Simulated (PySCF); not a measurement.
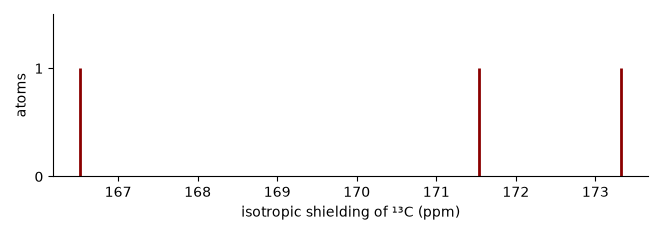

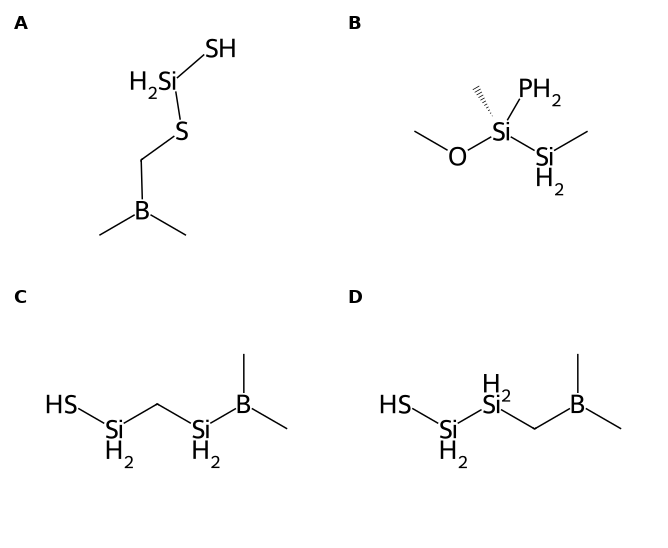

The sticks are computed shieldings of one of the molecules, for one fixed geometry (GFN2-xTB) without averaging over rotations. Low shielding means a high chemical shift. Method: GIAO PBE0/pcSseg-1 NMR shielding, non-relativistic, gas phase (PySCF 2.14.0).

### Which molecule gives this pattern?

D, `CB(C)C[SiH2][SiH2]S`. Its 3 C atoms give lines at 166.5, 171.5, 173.3 ppm.

The geometry is semi-empirical. Around B, Si such bond lengths and angles can be off by a tenth of an ångström or more and by several degrees, and values that hang on the shape move with them.
